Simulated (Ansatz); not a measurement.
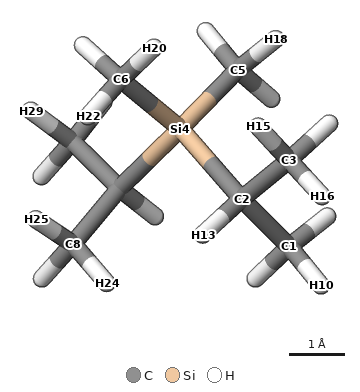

Starting structure of C₈H₂₀Si (coarse preliminary run). The picture is a stick view, seen from a free direction.

The start comes from a force field.

All numbers below come from RKS PBE-D4/def2-SVP in Ansatz.

Input file:
```yaml
crystal:
  periodic: [false, false, false]
  atoms:
    - {symbol: C, position_ang: [-1.162900, -0.871100, 2.099100]}
    - {symbol: C, position_ang: [-0.988300, 0.469500, 1.303400]}
    - {symbol: C, position_ang: [-0.773100, 1.635900, 2.261500]}
    - {symbol: Si, position_ang: [0.513000, 0.317900, -0.038200]}
    - {symbol: C, position_ang: [2.064400, -0.072600, 0.807000]}
    - {symbol: C, position_ang: [0.554600, 1.916000, -1.016600]}
    - {symbol: C, position_ang: [0.017700, -1.169000, -1.239000]}
    - {symbol: C, position_ang: [-1.336800, -0.973500, -1.921400]}
    - {symbol: C, position_ang: [1.075500, -1.386700, -2.264300]}
    - {symbol: H, position_ang: [-2.042200, -0.710200, 2.813100]}
    - {symbol: H, position_ang: [-0.334000, -1.109900, 2.684900]}
    - {symbol: H, position_ang: [-1.439200, -1.650600, 1.436900]}
    - {symbol: H, position_ang: [-1.943100, 0.720200, 0.717000]}
    - {symbol: H, position_ang: [0.142300, 1.492600, 2.886100]}
    - {symbol: H, position_ang: [-0.637700, 2.570400, 1.746600]}
    - {symbol: H, position_ang: [-1.574100, 1.772100, 2.989000]}
    - {symbol: H, position_ang: [2.018900, -0.987400, 1.362900]}
    - {symbol: H, position_ang: [2.299700, 0.739400, 1.557900]}
    - {symbol: H, position_ang: [2.882300, -0.140700, 0.107700]}
    - {symbol: H, position_ang: [0.792800, 2.755400, -0.353600]}
    - {symbol: H, position_ang: [1.283700, 1.823800, -1.819200]}
    - {symbol: H, position_ang: [-0.381900, 2.104100, -1.498200]}
    - {symbol: H, position_ang: [-0.032200, -2.032800, -0.644400]}
    - {symbol: H, position_ang: [-2.178700, -0.880700, -1.183000]}
    - {symbol: H, position_ang: [-1.357900, -0.116800, -2.541000]}
    - {symbol: H, position_ang: [-1.626500, -1.822200, -2.539200]}
    - {symbol: H, position_ang: [0.821600, -2.300400, -2.888500]}
    - {symbol: H, position_ang: [2.070500, -1.575900, -1.822900]}
    - {symbol: H, position_ang: [1.192000, -0.545100, -2.983100]}
basis:
  gaussian: {orbitals: def2-SVP}
hamiltonian: {xc: pbe, dispersion: d4}
relax: {f_tol: 0.03, max_steps: 200}
```

Question: Predict the outcome.

Answer: The largest move after the best rigid fit is that of Si4, 0.11 Å. Largest moves by element: Si 0.11 Å, H 0.09 Å, C 0.08 Å. Among the contacts that change: C2–Si4 2.019 → 1.919 Å, Si4–C5 1.809 → 1.897 Å, C1–H11 1.043 → 1.111 Å, C7–H23 1.050 → 1.115 Å. Bond angles that change, for instance: H11–C1–H12 113.0° → 107.2°, C2–C1–H10 106.4° → 111.4°, C5–Si4–C6 114.1° → 109.3°. After 5 geometry steps the energy has fallen by 16.7 kcal/mol. The largest force component goes from 3.2 to 0.0032 eV/Å.

Final geometry:

```xyz
29

C    -1.2221   -0.8424    2.0499
C    -0.9824    0.4672    1.2823
C    -0.7230    1.6395    2.2420
Si    0.4082    0.2906   -0.0280
C     2.0623   -0.0528    0.8357
C     0.5414    1.9027   -1.0196
C    -0.0043   -1.1629   -1.2107
C    -1.3804   -0.9921   -1.8735
C     1.0986   -1.3842   -2.2581
H    -2.0500   -0.7370    2.7848
H    -0.3204   -1.1480    2.6230
H    -1.4848   -1.6842    1.3768
H    -1.9044    0.7013    0.7002
H     0.1981    1.4780    2.8419
H    -0.6028    2.6034    1.7063
H    -1.5594    1.7651    2.9641
H     2.0418   -1.0165    1.3851
H     2.3083    0.7467    1.5645
H     2.8942   -0.1008    0.1035
H     0.8388    2.7505   -0.3690
H     1.3019    1.8188   -1.8230
H    -0.4254    2.1672   -1.4955
H    -0.0427   -2.0680   -0.5604
H    -2.1993   -0.9051   -1.1301
H    -1.4145   -0.0811   -2.5088
H    -1.6236   -1.8538   -2.5331
H     0.8706   -2.2571   -2.9084
H     2.0887   -1.5692   -1.7936
H     1.2069   -0.5041   -2.9277
```

After the run, drawn alike:

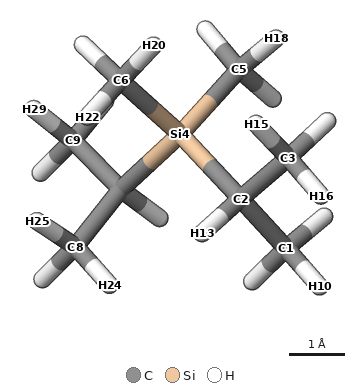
